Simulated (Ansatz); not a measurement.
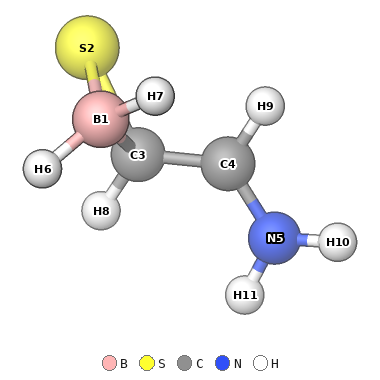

The system is C2H6BNS; the picture shows the reference structure. The first coordinate is: dihedral B1–C3–C4–N5; the second: dihedral C3–C4–N5–H10. Nothing is relaxed (all other coordinates rigid). The scan uses a 9 × 9 grid. Energies: eV, counted from the lowest grid point. Energies and slopes of some neighbouring points disagree (a jump in structure or state, or too coarse a mesh). The calculation used Ansatz 0.2.0, RKS B3LYP-D4/def2-SVP.

Its coordinates:

```xyz
11

B    -0.2135    1.4058    0.9431
S    -1.6380    0.3884    1.6443
C    -0.2438   -0.3450    0.7809
C    -0.2736   -0.5051   -0.5955
N     0.6342   -1.1637   -1.3276
H     0.7371    1.6865    1.6364
H    -0.4481    2.0751   -0.0381
H     0.5359   -0.8541    1.3582
H    -1.0985   -0.0532   -1.1540
H     0.6307   -1.1019   -2.3373
H     1.4430   -1.5901   -0.8901
```

Range: dihedral B1–C3–C4–N5 from −180 to 140°; dihedral C3–C4–N5–H10 from −180 to 140°.

### Predict the map.

The lowest grid point is at dihedral B1–C3–C4–N5 = −60°, dihedral C3–C4–N5–H10 = −180°. Other grid points that lie below all their neighbours: dihedral B1–C3–C4–N5 = −60°, dihedral C3–C4–N5–H10 = 20° (0.10 eV higher); dihedral B1–C3–C4–N5 = 140°, dihedral C3–C4–N5–H10 = −180° (0.21 eV higher); dihedral B1–C3–C4–N5 = 140°, dihedral C3–C4–N5–H10 = 20° (0.22 eV higher). The highest grid point, dihedral B1–C3–C4–N5 = 20°, dihedral C3–C4–N5–H10 = 100°, lies 4.02 eV above the lowest.

```tsv
dihedral C3–C4–N5–H10 ↓, dihedral B1–C3–C4–N5 →	−180	−140	−100	−60	−20	20	60	100	140
140	1.92	2.33	0.90	0.50	1.59	2.70	1.68	0.74	0.82
100	2.84	3.53	1.79	1.24	2.31	4.02	2.62	1.36	1.45
60	1.99	2.68	1.28	0.83	1.62	2.74	2.10	0.82	0.80
20	1.21	1.63	0.39	0.10	0.95	1.78	1.26	0.24	0.22
−20	1.45	1.77	0.45	0.11	1.20	2.01	1.27	0.39	0.45
−60	2.50	2.93	1.33	0.88	2.03	3.53	2.18	1.13	1.25
−100	2.53	3.36	1.73	1.16	2.07	3.43	2.53	1.19	1.22
−140	1.45	2.07	0.77	0.38	1.16	2.10	1.59	0.45	0.40
−180	1.16	1.60	0.36	0.00	0.92	1.66	1.15	0.21	0.21
```

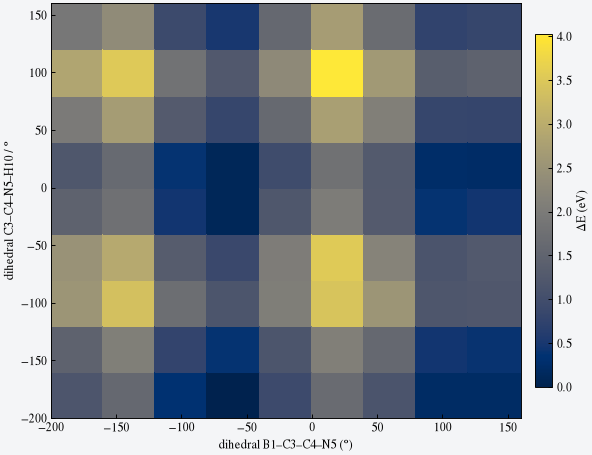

The picture shows one coloured cell a grid point.

The whole map (81 points run) took 9 min on 1 thread of Intel(R) Xeon(R) Platinum 8259CL CPU @ 2.50GHz (Skylake/Cascade Lake), on a shared host.
